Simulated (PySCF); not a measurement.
C₃H₉BrSi₃

```xyz
16

Si    4.1268   -0.0347   -0.0898
C     2.3754   -0.1280    0.5036
C     1.2318   -0.1857    0.8989
Si   -0.5379   -0.2350    1.4214
C    -1.5742    0.0690   -0.1581
Si   -3.4715    0.0208   -0.0004
Br   -1.1180    1.8717   -0.8368
H     4.1200    0.3793   -1.4934
H     4.8324    0.9366    0.7481
H     4.7080   -1.3726    0.0566
H    -0.8212    0.8347    2.3794
H    -0.8887   -1.5657    1.9293
H    -1.2435   -0.6015   -0.9510
H    -3.8327   -1.3252    0.4475
H    -3.8658    1.0314    0.9783
H    -4.0484    0.3139   -1.3101
```

Geometry: GFN2-xTB.

Theory: CAM-B3LYP/def2-SVPD, SCF density, gas phase in PySCF.

### What will maps of the electron density and electron localisation function show?

C–C (1.21 Å): ρ is about 2.8 e/Å³ halfway; the ELF peaks at about 0.90 between the atoms (a short, multiple covalent bond).
C–Si (1.85 Å): ρ at the midpoint is about 0.95 e/Å³; the ELF peaks at about 1 between the atoms: localised, covalent bonding.
C–Si (1.90 Å): ρ at the midpoint is about 0.92 e/Å³; the ELF peaks at about 0.95 between the atoms, as expected for a covalent bond.
Si–H (1.46 Å): ρ at the midpoint is about 0.8 e/Å³; the ELF climbs to about 1 towards the hydrogen, as it does in any bond to H.

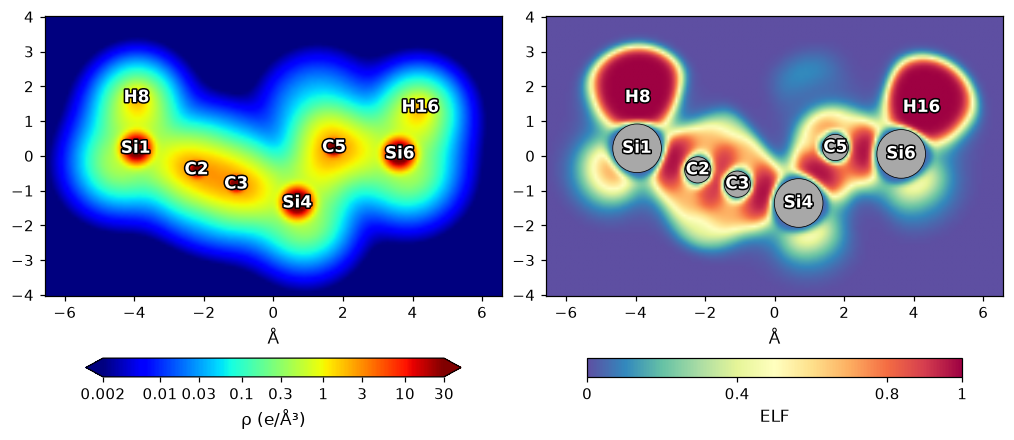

Computed electron density and electron localisation function on the plane of atoms Si4, C5 and Si6, in this order. Grey discs cover the atomic cores in the ELF map. 
